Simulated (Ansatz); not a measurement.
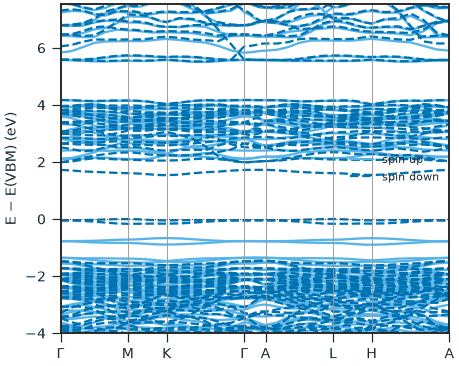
*Band structure from DFT-r²SCAN in the program Ansatz with PAW potentials*

**Question.** Read off the gap and where the band edges lie.

**Answer.** About 1.5 eV (1.54 eV by a search for the band edges); maximum at L, minimum on the K–H2 line, 21 % of the way from K.

**Question.** Which compound is it?
A. Bi2Te3, La2O3 or Ni2Al3 type
B. Ce2SeO2, P-3m1 (Ce on 2d, Se on 1b, O on 2d)
C. Li3LaBi2, P-3m1 (Li on 2d, Li on 1b, La on 1a, Bi on 2d)
D. CoLi5Nb5O18Ti, P3 (Pearson symbol hP30)

**Answer.** D, CoLi5Nb5O18Ti, P3 (Pearson symbol hP30)

The start of the workflow was typed in or built on a structure type; neither database checked (COD, Materials Project) lists it. Whether it is the stable phase at ambient conditions was not checked. The cell was relaxed with r²SCAN under the symmetry of its start; whether a distortion lowers the energy is not shown. Magnetic state: ferromagnetic, the only order run, not a proven ground state. Other orbital occupations within this spin state were not tried. No Hubbard U is applied. Scalar-relativistic: spin–orbit coupling is off unless named, which matters more the heavier the elements.

Potentials: the later of the program's two PAW sets.
